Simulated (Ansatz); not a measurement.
```xyz
10

O     1.1045   -1.2322    0.3771
C     0.4344   -0.3763    0.9111
S     0.4429   -0.1019    2.7009
N    -0.3857    0.4554    0.2336
Ge   -0.4845    0.2698   -1.6256
H     1.3337   -1.0909    2.9157
H    -0.9159    1.1440    0.7473
H    -1.4897    1.3582   -2.0340
H    -1.0076   -1.1288   -1.9622
H     0.8981    0.5318   -2.2285
```

Computed with RKS PBE0-D4/def2-mTZVP (Ansatz 0.2.0).

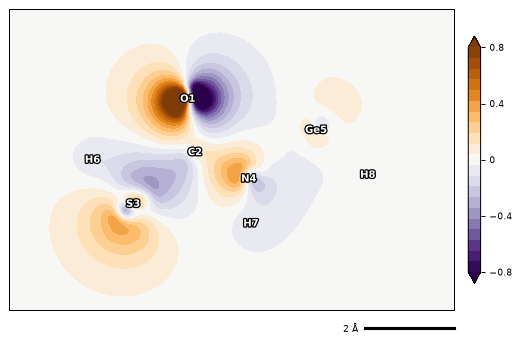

CH$_{5}$GeNOS. The HOMO−1 on the plane of atoms S3, C2 and N4 (values in Å⁻³ᐟ²; the overall sign is arbitrary).

Q: Describe this orbital and give its energy.

A: By Hirshfeld shares it lies mainly on O1 (about 60 %), S3 (about 25 %) and C2 (about 10 %). Its energy is −7.87 eV.
